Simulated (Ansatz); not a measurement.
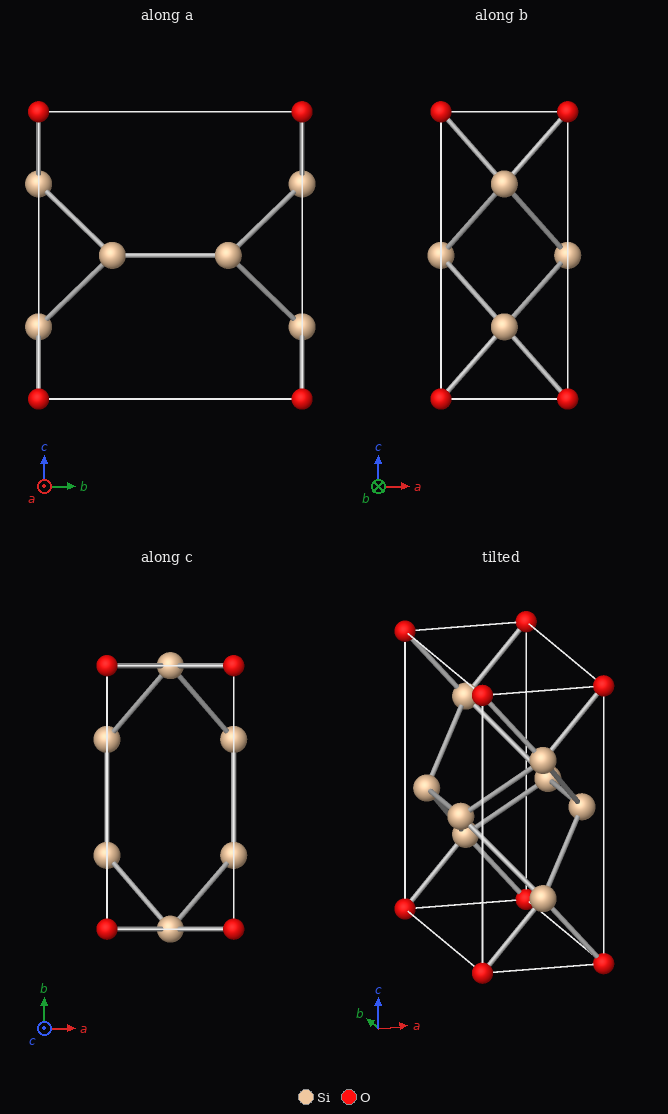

The crystal in a ball-and-stick representation, seen along the a axis, along the b axis, along the c axis and slightly off an axis. The parallelepiped is the conventional unit cell.

Lattice parameters: a = 2.685 Å, b = 5.580 Å, c = 6.084 Å, α = 90.00°, β = 90.00°, γ = 90.00°.

> Convert the drawing into a table of Wyckoff sites, with free fractional coordinates to two decimals.

Space group Pmmm (No. 47).
```
atom  site     x     y     z
  Si    2s  0.50  0.00  0.75
  Si    2n  0.00  0.28  0.50
   O    1a  0.00  0.00  0.00
```

The model was built from a random cell made by a generator, so it need not be a real form of the compound. The picture shows the end point of a geometry optimisation with Ansatz 0.2.0, DFT PBE, scalar-relativistic, plane waves, PAW.
